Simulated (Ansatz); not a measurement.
# Ligand exchange: Ti(CH3)2F2 + C2H5FO → Ti(CH3)F3 + C3H8O

Species: Ti(CH3)2F2, singlet; C2H5FO `COCF`, singlet; Ti(CH3)F3, singlet; C3H8O (methoxyethane) `CCOC`, singlet. The partners trade CH3 for F: Ti–CH3 and C–F bonds give way to Ti–F and C–CH3.

Shapes, held fixed at every level: PBE0-D4/def2-TZVP. Flexible molecules stand in one conformer, not always the lowest. Programs: Ansatz 0.2.0. The zero-point and thermal change to 298 K, harmonic and unscaled (PBE0-D4/def2-TZVP), is +6.3 kJ/mol.

```tsv
level	kind	ΔH(298 K) (kJ/mol)	less CCSD(T)/def2-TZVPP
HF/def2-SVP	Hartree–Fock	-203.7	+8.9
BHLYP-D4/def2-TZVPP	global hybrid	-208.6	+4.0
PBE0-D4/def2-TZVPP	global hybrid	-210.0	+2.6
wB97X-V/def2-TZVPP	range-separated hybrid	-213.0	-0.4
MP2/def2-TZVPP	perturbation theory	-217.8	-5.2
CCSD(T)/def2-SVP	coupled cluster or CI	-225.7	-13.1
CCSD/def2-TZVPP	coupled cluster or CI	-211.2	+1.4
CCSD(T)/def2-TZVPP	coupled cluster or CI	-212.6	0.0
```

The highest level, CCSD(T)/def2-TZVPP, gives ΔH(298 K) = -212.6 kJ/mol; the levels span -225.7 to -203.7. The column of differences is taken from that level and isn't an error. No measured value is set beside it here. Outer-core shells of Ti are correlated, in sets that cover them unevenly.

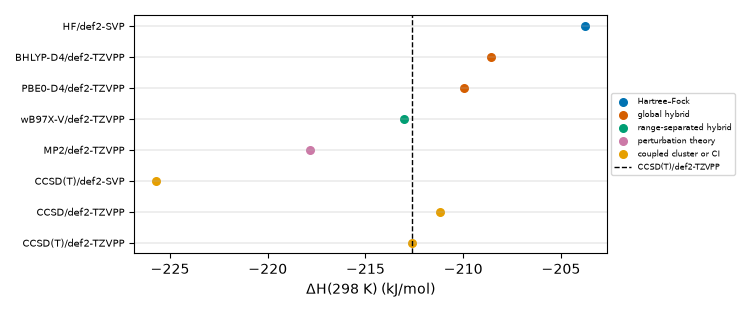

The values of the table, level by level.
